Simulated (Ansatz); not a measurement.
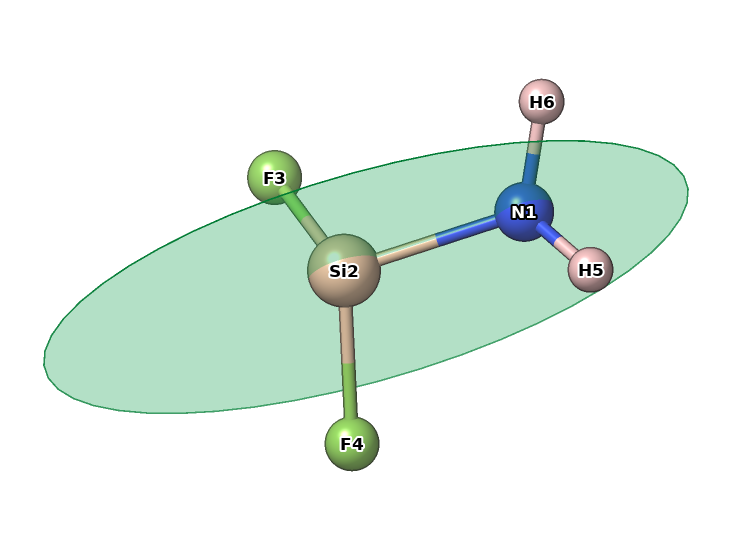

A disc through the centre of mass is drawn in. Depth is shown by fading: the farther an atom, the more it takes the colour of the background. State: neutral, doublet. Computed geometry: PBE-D4/def2-SVP optimisation. No frequency run is at hand to confirm it as a minimum.

**Is the plane of the disc a mirror plane of the structure?**

Yes. The reflection leaves N1, Si2 in place and moves F3 ↔ F4; H5 ↔ H6. The point group is Cs.
